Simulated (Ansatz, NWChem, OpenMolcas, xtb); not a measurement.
Ligand exchange: HCl + SiH2(SiH3)F → SiH3Cl + SiH3F

Gas-phase species: HCl (hydrogen chloride), singlet; SiH2(SiH3)F, singlet; SiH3Cl (chlorosilane) `[SiH3]Cl`, singlet; SiH3F `F[SiH3]`, singlet. The partners trade H for SiH3: Cl–H and Si–SiH3 bonds give way to Cl–SiH3 and Si–H.

Shapes, held fixed at every level: PBE0-D4/def2-TZVP. Programs: Ansatz 0.2.0, NWChem 7.3.0, OpenMolcas 26.06, xtb 6.7.1. A level may come from different programs for different species; with the same settings they agree closely. The zero-point and thermal change to 298 K, harmonic and unscaled (PBE0-D4/def2-TZVP), is +2.6 kJ/mol.

```
                             level                    kind  ΔH(298 K) (kJ/mol)  less CCSD(T)/CBS estimate
                          GFN0-xTB          semi-empirical              -232.9                     -136.0
                       HF/def2-SVP            Hartree–Fock              -111.4                      -14.5
B3LYP/6-31G* (spherical functions)           global hybrid               -95.1                       +1.8
               B3LYP-D4/def2-TZVPP           global hybrid               -93.5                       +3.4
             r2SCAN0-D4/def2-TZVPP           global hybrid               -95.4                       +1.5
                wB97X-V/def2-TZVPP  range-separated hybrid               -94.8                       +2.1
                      MP2/def2-SVP     perturbation theory              -100.2                       -3.3
                   CCSD/def2-TZVPP   coupled cluster or CI               -96.5                       +0.4
              CCSD(T)/CBS estimate   coupled cluster or CI               -96.9                        0.0
```

The highest level, CCSD(T)/CBS estimate, gives ΔH(298 K) = -96.9 kJ/mol; the levels span -232.9 to -93.5. GFN0-xTB strays far from the other rows. The column of differences is taken from that level and isn't an error. No measured value is set beside it here. The CBS estimate extrapolates MP2 from def2-TZVPP and def2-QZVPP and adds CCSD(T) − MP2 in the triple-zeta set, cores frozen.

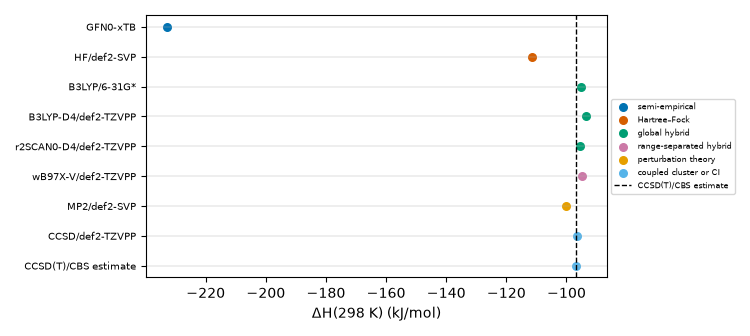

The values of the table, level by level.
